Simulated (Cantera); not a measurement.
Charge: 1 mol SiH2Cl2, 3.4 mol NH3, 66 mol H2, equilibrated at 79.0 mbar.

Cantera equilibrium calculation (NASA polynomials, part measured and part estimated; ideal gas, pure solids and liquids). Candidate condensed phases: NH4Cl, Si, Si3N4; 28 gas species. Mutual solubility and eutectic melting of coexisting phases are not modelled. The tables' values for SiCl, SiN, SiCl3 are old estimates; treat these amounts as uncertain. Gases not in the tables: Si2H6 and higher silanes. The numbers say what is thermodynamically allowed, not how fast it happens.

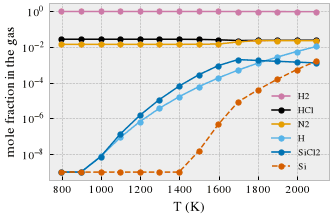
Equilibrium gas composition (values under 1e-9 drawn at 1e-9)

Problem. Read off the mole fractions at 1998 K.

Solution. H2 about 0.95, HCl about 0.024, N2 about 0.023, H about 0.0056, SiCl2 about 0.0014, Si about 0.00054.
